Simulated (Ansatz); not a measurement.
**B2 (SMILES B#B) at UHF/3-21G**

What is the electronic atomisation energy of B2 at UHF/3-21G? 

Program for the calculation: Ansatz 0.2.0.

45 further runs of the same task are left out: 2 that didn't finish, 43 set aside as unsound or not needed.

### Step 1. The structure to begin with

B2: 2 atoms, total charge 0, spin state triplet. As SMILES, `B#B`. Geometry: relaxed at GFN2-xTB.

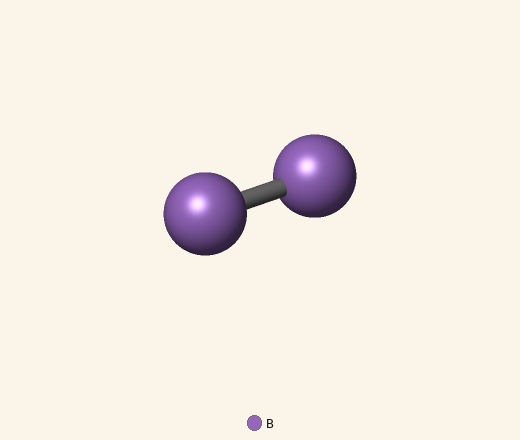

The structure, seen from a chosen angle (boron purple).

### Step 2. A single-point energy at UHF/3-21G

molecule.yaml reads:

```yaml
crystal:
  periodic: [false, false, false]
  atoms:
    - {symbol: B, position_ang: [0.000000, 0.000000, 0.000000]}
    - {symbol: B, position_ang: [0.000000, 0.000000, 1.405120]}
basis:
  gaussian:
    orbitals: 3-21G.json
magnetization:
  spin_polarized: true
  initial_magnetization: 2
hamiltonian:
  xc: hf
accuracy: high
```

The basis set 3-21G is read from a file made from the Basis Set Exchange's data (not shown).

Launch:

```bash
ansatz run molecule.yaml --threads 1 --pin off --max-ram 2610MiB --events-out events.jsonl --progress --plain --runs-dir runs
```

Log:

```text
Warning: RAYON_NUM_THREADS=1 ignored (pool sized by the plan → 1); use --threads N
Functional definition: HF
  name "HF"
  exchange = exact_x
  correlation = 0
383 factors; integrals over basis functions are off by at most 3.4e-9 eV
mean field evaluation 1: about -1326.5985 eV, gradient 5.5e0 eV
mean field evaluation 2: about -1326.6087 eV, gradient 5.5e0 eV
mean field evaluation 4: about -1326.9877 eV, gradient 5.3e-1 eV
mean field evaluation 8: about -1326.9938 eV, gradient 9.1e-4 eV
mean field evaluation 16: about -1326.9938 eV, gradient 9.4e-5 eV
mean field evaluation 32: about -1326.9620 eV, gradient 7.8e-1 eV
mean field evaluation 64: about -1328.7001 eV, gradient 1.2e0 eV
mean field evaluation 96: about -1328.2788 eV, gradient 1.2e-4 eV
mean field evaluation 128: about -1326.9938 eV, gradient 2.2e-2 eV
mean field -1329.10858816 eV, -48.8438397129 hartree, gradient 2.9e-8 eV, S^2 2.939424; 6 other end points of the search recorded, 0 dependent functions left out
reference -1329.10858816 eV, -48.8438397129 hartree; 6, 4 occupied and 12, 14 virtual orbitals, 383 factors
Total energy: -1329.10858816 eV, -48.8438397129 hartree
```

It took 0.28 s on 1 thread of Arm Neoverse N1, shared host.

### Step 3. The B atom, same level

molecule.yaml reads:

```yaml
crystal:
  periodic: [false, false, false]
  atoms:
    - symbol: B
      position_ang: [0.000000, 0.000000, 0.000000]
basis:
  gaussian:
    orbitals: 3-21G.json
magnetization:
  spin_polarized: true
  initial_magnetization: 1
hamiltonian:
  xc: hf
accuracy: high
```

The basis set 3-21G is read from a file made from the Basis Set Exchange's data (not shown).

Launch:

```bash
ansatz run molecule.yaml --threads 1 --pin off --max-ram 2610MiB --events-out events.jsonl --progress --plain --runs-dir runs
```

Log:

```text
Warning: RAYON_NUM_THREADS=1 ignored (pool sized by the plan → 1); use --threads N
[... 4 set-up lines as earlier in the session ...]
42 factors; integrals over basis functions are off by at most 2.1e-9 eV
mean field evaluation 1: about -663.4978 eV, gradient 3.5e0 eV
mean field evaluation 2: about -663.4979 eV, gradient 3.5e0 eV
mean field evaluation 4: about -663.6787 eV, gradient 2.3e-1 eV
mean field evaluation 8: about -663.6792 eV, gradient 1.1e-4 eV
mean field evaluation 16: about -663.4788 eV, gradient 1.4e0 eV
mean field evaluation 32: about -663.6792 eV, gradient 7.4e-3 eV
mean field -663.67922630 eV, -24.3897617087 hartree, gradient 3.1e-9 eV, S^2 0.750312; 1 other end points of the search recorded, 0 dependent functions left out
reference -663.67922630 eV, -24.3897617087 hartree; 3, 2 occupied and 6, 7 virtual orbitals, 42 factors
Total energy: -663.67922630 eV, -24.3897617087 hartree
```

Run time: 0.06 s. Hardware: 1 thread of Arm Neoverse N1, shared host.

### Step 4. Outcome

At UHF/3-21G:

```
                     quantity         value
       molecule: total energy  -48.84384 Eh
               molecule: ⟨S²⟩         2.939
         B atom: total energy  -24.38976 Eh
                 B atom: ⟨S²⟩         0.750
electronic atomisation energy      1.750 eV
```

Taking the molecule apart into free atoms costs 1.75 eV (40 kcal/mol), before zero-point energy and without spin-orbit coupling. Hartree–Fock lacks the correlation of the bonding pairs, which as a rule makes this value much too low; in minimal bases other errors can mask that. The basis has no polarisation functions, which makes bonds too weak. ⟨S²⟩ (molecule) is 2.94 where a pure triplet has 2.00: the reference is spin-contaminated.
